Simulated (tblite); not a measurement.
## HfB3N3H5Cl3O: geometry relaxation (part 2 of 2)

HfB3N3H5Cl3O; GFN2-xTB geometry optimisation, gas phase (tblite 0.8.0). 

Geometry of the input (Å):
```
N  0.1889  1.2205  -2.5140
B  -0.5462  0.4272  -3.6366
N  -1.3983  -0.7772  -3.1722
B  -2.2697  -0.5426  -1.9141
N  -1.8530  0.6456  -0.9946
B  -0.3899  1.0686  -1.0904
O  0.5206  0.4713  -0.0516
Hf 0.2151  -1.3029  0.9456
Cl -2.1034  -1.5041  1.4859
Cl 1.5156  -1.3298  2.9541
Cl 0.8729  -3.1220  -0.4478
H  1.2368  1.2035  -2.5777
H  -0.9800  1.0704  -4.4557
H  -0.9585  -1.7118  -3.2399
H  -3.4161  -0.6880  -2.0679
H  -2.2793  0.6407  -0.0525
```

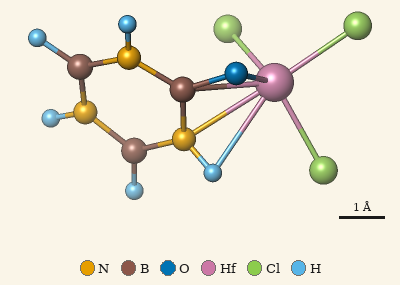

The geometry at step 100 of the log (ball-and-stick view, seen at a tilt).

Trajectory as extended XYZ, continued:
```
16
Properties=species:S:1:pos:R:3:forces:R:3 step=60 energy=-944.03809
N     0.1987    0.8735   -2.2696    0.0260   0.0170  -0.0120
B    -0.3766    0.2633   -3.4149   -0.0170   0.0020  -0.0450
N    -1.5780   -0.4716   -3.2289    0.0000  -0.0840  -0.0120
B    -2.2547   -0.5976   -1.9983   -0.0270   0.0160  -0.0210
N    -1.6339    0.0025   -0.8524    0.0100  -0.0050   0.0290
B    -0.3420    0.7166   -0.9708   -0.0190  -0.0040   0.0290
O     0.3101    0.9026    0.1998    0.0080   0.0030   0.0110
Hf   -0.0482   -0.8390    0.7909   -0.0110   0.0220  -0.0040
Cl   -1.8434   -1.2399    2.1420   -0.0020   0.0200   0.0060
Cl    1.5230   -1.3415    2.3493    0.0030  -0.0010   0.0150
Cl    0.6699   -2.3350   -0.7668   -0.0050  -0.0360  -0.0190
H     1.0867    1.3414   -2.3623    0.0060   0.0390   0.0030
H     0.1249    0.3706   -4.4650   -0.0070  -0.0110   0.0080
H    -1.9760   -0.9382   -4.0311    0.0400   0.0620   0.0120
H    -3.2828   -1.1466   -1.9073   -0.0440  -0.0180   0.0080
H    -2.2221    0.2082   -0.0440    0.0400  -0.0220  -0.0090
16
Properties=species:S:1:pos:R:3:forces:R:3 step=65 energy=-944.04060
N     0.1951    0.8824   -2.2675   -0.0120  -0.0050   0.0010
B    -0.3740    0.2608   -3.4113    0.0140   0.0060   0.0140
N    -1.5737   -0.4789   -3.2291    0.0080   0.0370   0.0070
B    -2.2619   -0.5970   -2.0044    0.0150  -0.0230   0.0140
N    -1.6311   -0.0127   -0.8535   -0.0020  -0.0040  -0.0110
B    -0.3433    0.7129   -0.9677   -0.0040  -0.0180  -0.0200
O     0.3110    0.8943    0.2022   -0.0190   0.0100  -0.0110
Hf   -0.0464   -0.8499    0.7861    0.0020  -0.0160   0.0000
Cl   -1.8337   -1.2105    2.1627   -0.0010   0.0200  -0.0060
Cl    1.5268   -1.3304    2.3517    0.0010  -0.0150  -0.0090
Cl    0.6653   -2.3529   -0.7782   -0.0100   0.0020   0.0300
H     1.0756    1.3656   -2.3606   -0.0170   0.0070   0.0050
H     0.1361    0.3592   -4.4569   -0.0090   0.0030  -0.0210
H    -1.9732   -0.9235   -4.0407    0.0050  -0.0180  -0.0240
H    -3.2979   -1.1366   -1.9175    0.0090   0.0160   0.0020
H    -2.2192    0.1866   -0.0446    0.0180  -0.0010   0.0280
16
Properties=species:S:1:pos:R:3:forces:R:3 step=70 energy=-944.04165
N     0.1921    0.8821   -2.2652    0.0010   0.0060  -0.0030
B    -0.3715    0.2621   -3.4114   -0.0060  -0.0040  -0.0110
N    -1.5713   -0.4776   -3.2319   -0.0060  -0.0080  -0.0130
B    -2.2630   -0.6001   -2.0085   -0.0040   0.0140  -0.0160
N    -1.6337   -0.0216   -0.8551    0.0110  -0.0110  -0.0010
B    -0.3493    0.7050   -0.9686    0.0100   0.0150   0.0090
O     0.3015    0.8913    0.2027    0.0120  -0.0040   0.0090
Hf   -0.0417   -0.8556    0.7859   -0.0040   0.0250   0.0130
Cl   -1.8263   -1.1813    2.1724   -0.0100   0.0090   0.0080
Cl    1.5348   -1.3333    2.3488    0.0000  -0.0160  -0.0090
Cl    0.6617   -2.3615   -0.7753   -0.0010  -0.0130   0.0100
H     1.0678    1.3743   -2.3525    0.0020   0.0070  -0.0040
H     0.1366    0.3608   -4.4588   -0.0030   0.0110   0.0020
H    -1.9636   -0.9227   -4.0478   -0.0090  -0.0020   0.0180
H    -3.3059   -1.1253   -1.9262    0.0060  -0.0160  -0.0050
H    -2.2128    0.1728   -0.0380   -0.0010  -0.0140  -0.0070
16
Properties=species:S:1:pos:R:3:forces:R:3 step=75 energy=-944.04251
N     0.1892    0.8883   -2.2678    0.0060   0.0050  -0.0030
B    -0.3712    0.2637   -3.4143   -0.0120   0.0280   0.0050
N    -1.5699   -0.4780   -3.2350    0.0050   0.0010   0.0170
B    -2.2605   -0.6002   -2.0115    0.0090  -0.0180   0.0250
N    -1.6255   -0.0315   -0.8553   -0.0080   0.0220   0.0000
B    -0.3452    0.7051   -0.9687   -0.0060  -0.0110  -0.0120
O     0.3056    0.8919    0.2025    0.0050   0.0110  -0.0190
Hf   -0.0438   -0.8520    0.7893    0.0000  -0.0340  -0.0060
Cl   -1.8315   -1.1643    2.1763    0.0000   0.0100   0.0110
Cl    1.5329   -1.3447    2.3448    0.0060  -0.0090   0.0140
Cl    0.6556   -2.3779   -0.7590   -0.0150   0.0150   0.0180
H     1.0584    1.3923   -2.3551    0.0040  -0.0080  -0.0180
H     0.1334    0.3677   -4.4629    0.0040   0.0070   0.0090
H    -1.9649   -0.9258   -4.0473   -0.0020   0.0000  -0.0190
H    -3.3034   -1.1261   -1.9286    0.0090  -0.0050  -0.0050
H    -2.2036    0.1609   -0.0366   -0.0050  -0.0140  -0.0180
16
Properties=species:S:1:pos:R:3:forces:R:3 step=80 energy=-944.04327
N     0.1864    0.8965   -2.2709   -0.0090  -0.0040   0.0030
B    -0.3756    0.2730   -3.4170    0.0070  -0.0060   0.0040
N    -1.5693   -0.4763   -3.2370    0.0050   0.0020  -0.0080
B    -2.2574   -0.6037   -2.0126    0.0040  -0.0090  -0.0140
N    -1.6223   -0.0347   -0.8584    0.0040  -0.0150  -0.0040
B    -0.3438    0.7032   -0.9713    0.0030   0.0050   0.0010
O     0.3093    0.8880    0.1989    0.0070  -0.0170   0.0030
Hf   -0.0435   -0.8538    0.7952    0.0000   0.0200   0.0120
Cl   -1.8345   -1.1413    2.1858    0.0120   0.0090   0.0060
Cl    1.5359   -1.3565    2.3480   -0.0110   0.0010   0.0050
Cl    0.6436   -2.3860   -0.7459   -0.0040  -0.0110  -0.0120
H     1.0542    1.4022   -2.3620   -0.0040  -0.0070   0.0010
H     0.1324    0.3749   -4.4636   -0.0050   0.0180  -0.0100
H    -1.9625   -0.9262   -4.0493    0.0010   0.0110  -0.0100
H    -3.2996   -1.1306   -1.9341    0.0030  -0.0160   0.0130
H    -2.1977    0.1406   -0.0351   -0.0150   0.0210   0.0100
16
Properties=species:S:1:pos:R:3:forces:R:3 step=85 energy=-944.04428
N     0.1808    0.9013   -2.2726    0.0110   0.0010  -0.0060
B    -0.3791    0.2825   -3.4212    0.0040  -0.0030  -0.0180
N    -1.5643   -0.4803   -3.2434   -0.0150   0.0070   0.0020
B    -2.2490   -0.6169   -2.0176   -0.0090   0.0240   0.0120
N    -1.6187   -0.0465   -0.8593    0.0080   0.0030   0.0100
B    -0.3419    0.6979   -0.9722   -0.0050  -0.0170   0.0030
O     0.3184    0.8802    0.1941   -0.0110   0.0140  -0.0010
Hf   -0.0421   -0.8525    0.8040   -0.0030  -0.0400  -0.0190
Cl   -1.8281   -1.0997    2.2061   -0.0030   0.0080   0.0140
Cl    1.5342   -1.3754    2.3517   -0.0010   0.0090   0.0190
Cl    0.6279   -2.4063   -0.7269   -0.0110   0.0080  -0.0050
H     1.0451    1.4120   -2.3674    0.0030   0.0030   0.0200
H     0.1249    0.4051   -4.4680   -0.0180   0.0000  -0.0090
H    -1.9586   -0.9225   -4.0599    0.0040   0.0030   0.0130
H    -3.2924   -1.1424   -1.9362    0.0210  -0.0240  -0.0050
H    -2.2015    0.1328   -0.0404    0.0230   0.0030  -0.0310
16
Properties=species:S:1:pos:R:3:forces:R:3 step=90 energy=-944.04553
N     0.1776    0.9073   -2.2776    0.0150  -0.0120   0.0100
B    -0.3837    0.2962   -3.4298   -0.0080   0.0230   0.0160
N    -1.5645   -0.4731   -3.2506    0.0070   0.0100  -0.0010
B    -2.2415   -0.6252   -2.0225    0.0130  -0.0310  -0.0060
N    -1.6093   -0.0614   -0.8626   -0.0080   0.0060  -0.0170
B    -0.3368    0.6875   -0.9760    0.0070   0.0130  -0.0050
O     0.3246    0.8697    0.1894    0.0030  -0.0170   0.0110
Hf   -0.0431   -0.8591    0.8136   -0.0050   0.0160   0.0130
Cl   -1.8225   -1.0477    2.2353   -0.0050   0.0100  -0.0020
Cl    1.5283   -1.3918    2.3675   -0.0120   0.0140  -0.0120
Cl    0.5986   -2.4227   -0.7147    0.0170  -0.0230  -0.0190
H     1.0375    1.4251   -2.3690    0.0200   0.0080   0.0090
H     0.1115    0.4328   -4.4789   -0.0110  -0.0030  -0.0080
H    -1.9553   -0.9120   -4.0695   -0.0290  -0.0170  -0.0040
H    -3.2720   -1.1742   -1.9372   -0.0030  -0.0020  -0.0120
H    -2.1938    0.1180   -0.0466   -0.0010   0.0060   0.0250
16
Properties=species:S:1:pos:R:3:forces:R:3 step=95 energy=-944.04627
N     0.1804    0.9092   -2.2782   -0.0060   0.0050  -0.0050
B    -0.3885    0.3089   -3.4329    0.0000  -0.0110  -0.0060
N    -1.5627   -0.4715   -3.2545   -0.0030  -0.0070   0.0030
B    -2.2346   -0.6354   -2.0253   -0.0010   0.0060   0.0040
N    -1.6068   -0.0655   -0.8656    0.0060  -0.0030   0.0120
B    -0.3329    0.6827   -0.9775    0.0050  -0.0010   0.0040
O     0.3299    0.8595    0.1880    0.0000  -0.0050   0.0010
Hf   -0.0457   -0.8650    0.8174   -0.0090  -0.0080  -0.0170
Cl   -1.8206   -1.0160    2.2506   -0.0090   0.0100  -0.0080
Cl    1.5228   -1.3974    2.3733   -0.0040   0.0090  -0.0090
Cl    0.5902   -2.4415   -0.7075    0.0070   0.0060   0.0050
H     1.0375    1.4333   -2.3668    0.0000  -0.0140  -0.0040
H     0.0959    0.4540   -4.4863    0.0000   0.0110   0.0050
H    -1.9561   -0.9132   -4.0717    0.0070   0.0150   0.0080
H    -3.2622   -1.1905   -1.9424    0.0030  -0.0050  -0.0010
H    -2.1913    0.1177   -0.0499    0.0030  -0.0080   0.0070
16
Properties=species:S:1:pos:R:3:forces:R:3 step=100 energy=-944.04675
N     0.1802    0.9105   -2.2790    0.0020  -0.0100   0.0070
B    -0.3911    0.3144   -3.4348    0.0010   0.0130   0.0070
N    -1.5611   -0.4713   -3.2546    0.0020   0.0140   0.0010
B    -2.2288   -0.6426   -2.0244   -0.0060   0.0000  -0.0020
N    -1.6020   -0.0727   -0.8639   -0.0040  -0.0060  -0.0060
B    -0.3289    0.6792   -0.9774   -0.0070  -0.0060  -0.0010
O     0.3334    0.8528    0.1882    0.0100  -0.0030  -0.0070
Hf   -0.0534   -0.8714    0.8142    0.0010   0.0090   0.0190
Cl   -1.8241   -0.9855    2.2575   -0.0080   0.0050  -0.0060
Cl    1.5161   -1.3964    2.3713   -0.0050   0.0030  -0.0060
Cl    0.5876   -2.4512   -0.7029    0.0120  -0.0060  -0.0110
H     1.0391    1.4314   -2.3677   -0.0010  -0.0010  -0.0040
H     0.0860    0.4730   -4.4893    0.0020  -0.0010   0.0010
H    -1.9590   -0.9053   -4.0732    0.0020  -0.0060  -0.0080
H    -3.2523   -1.2054   -1.9459   -0.0040  -0.0010   0.0170
H    -2.1861    0.1101   -0.0475    0.0010  -0.0040  -0.0030
16
Properties=species:S:1:pos:R:3:forces:R:3 step=105 energy=-944.04695
N     0.1809    0.9078   -2.2770   -0.0020   0.0020  -0.0080
B    -0.3920    0.3179   -3.4344   -0.0040  -0.0050  -0.0050
N    -1.5630   -0.4670   -3.2562   -0.0050  -0.0010  -0.0040
B    -2.2298   -0.6437   -2.0262    0.0010  -0.0030   0.0000
N    -1.6026   -0.0767   -0.8647    0.0020  -0.0010   0.0000
B    -0.3302    0.6756   -0.9766    0.0120   0.0020  -0.0040
O     0.3340    0.8492    0.1878   -0.0010  -0.0080   0.0080
Hf   -0.0552   -0.8735    0.8159    0.0020   0.0000  -0.0090
Cl   -1.8254   -0.9693    2.2619   -0.0050   0.0030  -0.0020
Cl    1.5170   -1.3944    2.3691    0.0030  -0.0040   0.0080
Cl    0.5899   -2.4504   -0.7069    0.0070   0.0060   0.0050
H     1.0409    1.4267   -2.3658    0.0010   0.0040   0.0070
H     0.0859    0.4774   -4.4885   -0.0010   0.0000   0.0020
H    -1.9586   -0.9018   -4.0756   -0.0020   0.0010  -0.0050
H    -3.2512   -1.2102   -1.9457   -0.0030   0.0020   0.0060
H    -2.1853    0.1018   -0.0465   -0.0050   0.0000   0.0000
16
Properties=species:S:1:pos:R:3:forces:R:3 step=110 energy=-944.04706
N     0.1812    0.9082   -2.2782    0.0000   0.0030   0.0040
B    -0.3942    0.3193   -3.4352    0.0020   0.0010   0.0010
N    -1.5644   -0.4668   -3.2567    0.0000  -0.0040   0.0000
B    -2.2287   -0.6453   -2.0253    0.0000   0.0030   0.0000
N    -1.6003   -0.0777   -0.8645    0.0010  -0.0020   0.0000
B    -0.3270    0.6743   -0.9771   -0.0080  -0.0030   0.0030
O     0.3377    0.8459    0.1873    0.0000   0.0020  -0.0050
Hf   -0.0565   -0.8754    0.8150    0.0020  -0.0080   0.0100
Cl   -1.8307   -0.9651    2.2582    0.0020   0.0020  -0.0020
Cl    1.5139   -1.3945    2.3717   -0.0050  -0.0030   0.0040
Cl    0.5949   -2.4519   -0.7049    0.0070   0.0040  -0.0010
H     1.0410    1.4279   -2.3658   -0.0020  -0.0010  -0.0060
H     0.0825    0.4816   -4.4892   -0.0010  -0.0020  -0.0050
H    -1.9593   -0.9016   -4.0766   -0.0050   0.0040   0.0040
H    -3.2500   -1.2119   -1.9404    0.0030   0.0020  -0.0050
H    -2.1847    0.1022   -0.0478    0.0040   0.0020  -0.0020
16
Properties=species:S:1:pos:R:3:forces:R:3 step=115 energy=-944.04720
N     0.1792    0.9101   -2.2787    0.0010  -0.0110  -0.0050
B    -0.3958    0.3220   -3.4365   -0.0040  -0.0030  -0.0010
N    -1.5652   -0.4660   -3.2581    0.0010   0.0070   0.0000
B    -2.2278   -0.6466   -2.0263   -0.0010  -0.0030  -0.0020
N    -1.5978   -0.0831   -0.8648   -0.0020  -0.0010   0.0000
B    -0.3258    0.6699   -0.9773    0.0100   0.0010  -0.0030
O     0.3406    0.8382    0.1865    0.0040  -0.0020   0.0040
Hf   -0.0565   -0.8819    0.8183   -0.0040   0.0200  -0.0110
Cl   -1.8342   -0.9491    2.2591    0.0020  -0.0010   0.0050
Cl    1.5103   -1.3966    2.3792   -0.0020  -0.0080   0.0090
Cl    0.6054   -2.4516   -0.7045    0.0080   0.0010  -0.0010
H     1.0389    1.4299   -2.3671   -0.0020   0.0020   0.0000
H     0.0793    0.4855   -4.4916   -0.0050   0.0010   0.0090
H    -1.9636   -0.8971   -4.0781    0.0010   0.0000  -0.0020
H    -3.2489   -1.2127   -1.9403   -0.0080  -0.0030  -0.0100
H    -2.1826    0.0985   -0.0490    0.0000   0.0000   0.0070
16
Properties=species:S:1:pos:R:3:forces:R:3 step=120 energy=-944.04749
N     0.1788    0.9037   -2.2790    0.0060   0.0090   0.0020
B    -0.4001    0.3243   -3.4390    0.0010   0.0000   0.0030
N    -1.5707   -0.4614   -3.2626   -0.0100  -0.0060   0.0050
B    -2.2288   -0.6502   -2.0295   -0.0060   0.0040   0.0060
N    -1.5954   -0.0944   -0.8649    0.0040   0.0050  -0.0020
B    -0.3234    0.6606   -0.9775   -0.0070  -0.0130   0.0010
O     0.3443    0.8298    0.1858   -0.0020   0.0190  -0.0120
Hf   -0.0553   -0.8854    0.8243    0.0080  -0.0210   0.0050
Cl   -1.8370   -0.9160    2.2648    0.0070  -0.0020   0.0090
Cl    1.5031   -1.4081    2.3956   -0.0230   0.0020  -0.0110
Cl    0.6336   -2.4392   -0.7069    0.0040   0.0040   0.0070
H     1.0371    1.4255   -2.3667    0.0060  -0.0010  -0.0030
H     0.0736    0.4933   -4.4933   -0.0020   0.0020  -0.0050
H    -1.9740   -0.8855   -4.0842    0.0080   0.0020   0.0040
H    -3.2507   -1.2163   -1.9476    0.0020   0.0040   0.0030
H    -2.1796    0.0888   -0.0486    0.0040  -0.0080  -0.0110
16
Properties=species:S:1:pos:R:3:forces:R:3 step=125 energy=-944.04772
N     0.1793    0.9022   -2.2808   -0.0060  -0.0020  -0.0050
B    -0.4044    0.3279   -3.4408    0.0010   0.0040  -0.0010
N    -1.5742   -0.4596   -3.2639    0.0090   0.0090   0.0000
B    -2.2287   -0.6537   -2.0303    0.0020  -0.0010   0.0000
N    -1.5903   -0.1042   -0.8656    0.0000  -0.0040  -0.0010
B    -0.3192    0.6519   -0.9792    0.0080   0.0160  -0.0070
O     0.3495    0.8231    0.1827   -0.0050  -0.0130   0.0100
Hf   -0.0558   -0.8914    0.8265   -0.0120   0.0170  -0.0050
Cl   -1.8387   -0.8903    2.2686    0.0060  -0.0020   0.0060
Cl    1.4861   -1.4171    2.4091    0.0010  -0.0040   0.0060
Cl    0.6577   -2.4346   -0.7033    0.0060  -0.0050  -0.0040
H     1.0363    1.4262   -2.3696    0.0030  -0.0040   0.0010
H     0.0630    0.5040   -4.4968    0.0000   0.0000  -0.0040
H    -1.9799   -0.8775   -4.0869   -0.0020  -0.0100  -0.0090
H    -3.2505   -1.2194   -1.9485   -0.0060   0.0020   0.0070
H    -2.1745    0.0818   -0.0505   -0.0040  -0.0030   0.0080
16
Properties=species:S:1:pos:R:3:forces:R:3 step=130 energy=-944.04784
N     0.1787    0.9009   -2.2814   -0.0010   0.0010   0.0020
B    -0.4060    0.3296   -3.4423   -0.0010  -0.0010  -0.0030
N    -1.5764   -0.4572   -3.2663   -0.0040  -0.0040  -0.0040
B    -2.2304   -0.6540   -2.0326    0.0030   0.0000  -0.0020
N    -1.5899   -0.1095   -0.8664    0.0000   0.0040   0.0000
B    -0.3192    0.6491   -0.9799   -0.0050  -0.0030   0.0050
O     0.3488    0.8191    0.1826    0.0020   0.0060  -0.0010
Hf   -0.0572   -0.8937    0.8278    0.0000  -0.0080   0.0010
Cl   -1.8353   -0.8753    2.2766   -0.0010   0.0000   0.0020
Cl    1.4800   -1.4229    2.4155   -0.0020   0.0000  -0.0020
Cl    0.6747   -2.4293   -0.7044    0.0000   0.0030   0.0010
H     1.0372    1.4226   -2.3691   -0.0020  -0.0020   0.0000
H     0.0609    0.5069   -4.4984    0.0010   0.0000  -0.0010
H    -1.9822   -0.8743   -4.0901    0.0010   0.0000   0.0030
H    -3.2541   -1.2171   -1.9506    0.0050   0.0030   0.0010
H    -2.1743    0.0746   -0.0505    0.0040   0.0000  -0.0020
16
Properties=species:S:1:pos:R:3:forces:R:3 step=131 energy=-944.04785
N     0.1785    0.9009   -2.2814   -0.0010   0.0010   0.0020
B    -0.4061    0.3296   -3.4424    0.0000   0.0000   0.0000
N    -1.5765   -0.4572   -3.2664    0.0000  -0.0010  -0.0020
B    -2.2303   -0.6540   -2.0326    0.0020   0.0000  -0.0020
N    -1.5897   -0.1097   -0.8664   -0.0010   0.0030  -0.0010
B    -0.3192    0.6491   -0.9798   -0.0030  -0.0030   0.0030
O     0.3488    0.8190    0.1827    0.0010   0.0020   0.0000
Hf   -0.0575   -0.8942    0.8278    0.0010  -0.0030  -0.0020
Cl   -1.8352   -0.8747    2.2771   -0.0010   0.0000   0.0020
Cl    1.4796   -1.4228    2.4156   -0.0010  -0.0010  -0.0010
Cl    0.6755   -2.4292   -0.7046   -0.0010   0.0030   0.0010
H     1.0371    1.4225   -2.3690   -0.0010  -0.0010  -0.0010
H     0.0610    0.5068   -4.4985    0.0000   0.0000   0.0000
H    -1.9823   -0.8740   -4.0903   -0.0010  -0.0010   0.0010
H    -3.2541   -1.2169   -1.9506    0.0030   0.0010   0.0010
H    -2.1741    0.0743   -0.0505    0.0030   0.0010   0.0000
```
